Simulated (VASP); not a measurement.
Band structure of AlN (wurtzite). Method: PBE GGA with D4 dispersion, VASP's PBE PAW potentials (set 64) (plane waves; VASP).

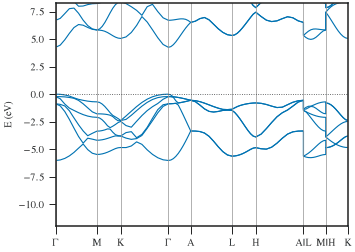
Fig. 1. Bands along high-symmetry lines, zero at the valence-band maximum or, without a gap, the Fermi level

Q: Read the plot: is there a gap, and where are the band edges?

A: The gap is direct, 4.25 eV, from the valence maximum at Γ to the conduction minimum at Γ. (Edges off the drawn lines would not show.)

Measured: gap 6.51 eV (computed value off by -2.26 eV), as given by Martin Feneberg et al., Physical Review B (2010), doi:10.1103/physrevb.82.075208 [zero-point renormalisation of 0.417 eV (from the measured temperature dependence, row gaps:miglio2020:AlN_wz:gap_zpr, arXiv:2011.12765) added back].

The compound is AlN in the wurtzite structure. It was relaxed first.
